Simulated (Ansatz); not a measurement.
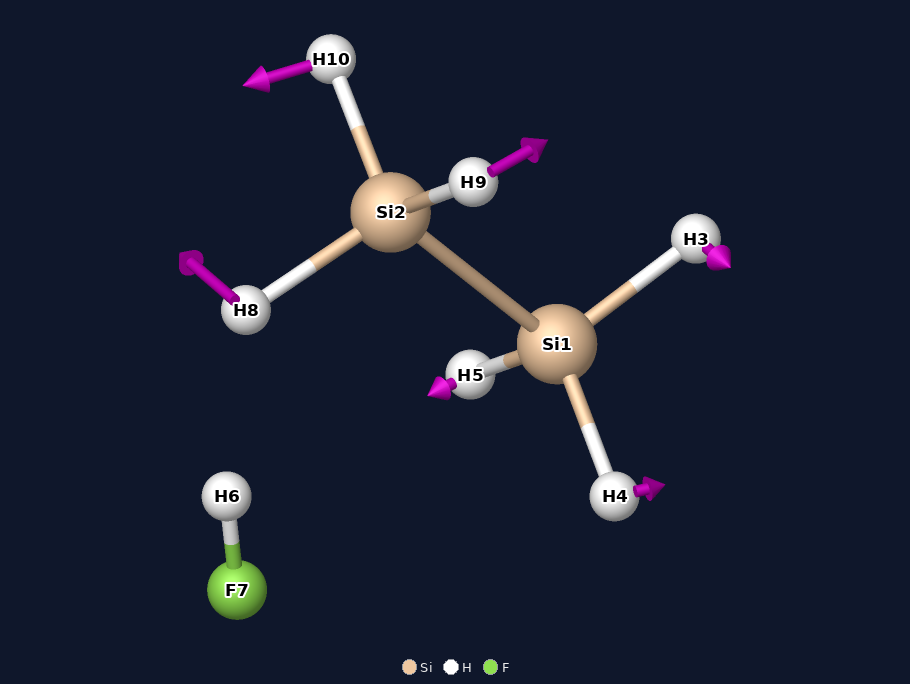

The arrows show one normal mode. Harmonic vibrations computed with RKS PBE0-D4/def2-TZVP (Ansatz 0.2.0) at a stationary point of the same level.

### What kind of motion is it?

Mostly H–Si–H bending.

### At what wavenumber does it lie?

922 cm⁻¹; it is mode 14 of 24 counted from the lowest.
